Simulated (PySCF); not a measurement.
C6H14AlCl, SMILES [CH](C)([Al]([CH](C)C)[Cl])C at its GFN2-xTB optimised geometry (Å):

```
22

Al     0.5190    -0.0180     0.0000
Cl     2.5531    -0.0180     0.0000
C     -0.4989    -1.7711     0.0400
C     -2.0115    -1.5391     0.1394
C     -0.0079    -2.6629     1.1929
H     -0.3156    -2.3365    -0.8898
H     -2.5531    -2.4861     0.1511
H     -2.2581    -0.9959     1.0509
H     -2.3647    -0.9522    -0.7076
H      1.0724    -2.8030     1.1357
H     -0.4816    -3.6450     1.1576
H     -0.2390    -2.2089     2.1562
C     -0.4349     1.7773     0.0000
C      0.0924     2.6504    -1.1500
C     -0.2213     2.5137     1.3333
H     -1.5194     1.6650    -0.1400
H     -0.3555     3.6450    -1.1233
H      1.1746     2.7670    -1.0779
H     -0.1352     2.1966    -2.1149
H     -0.6571     1.9523     2.1597
H     -0.6814     3.5029     1.3101
H      0.8429     2.6413     1.5343
```

Level of theory: CAM-B3LYP/def2-SVP (PySCF). Cells within 0.4 Å of a nucleus heavier than hydrogen are left out (blank, or x).

Map of the Laplacian of the electron density (e/bohr⁵), clipped to [-1.50, 1.50] on the plane z = 0.0 Å:

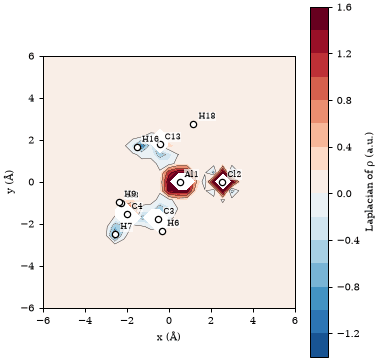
Figure: Laplacian of the electron density (e/bohr⁵), clipped to [-1.50, 1.50] on the plane z = 0.0 Å.
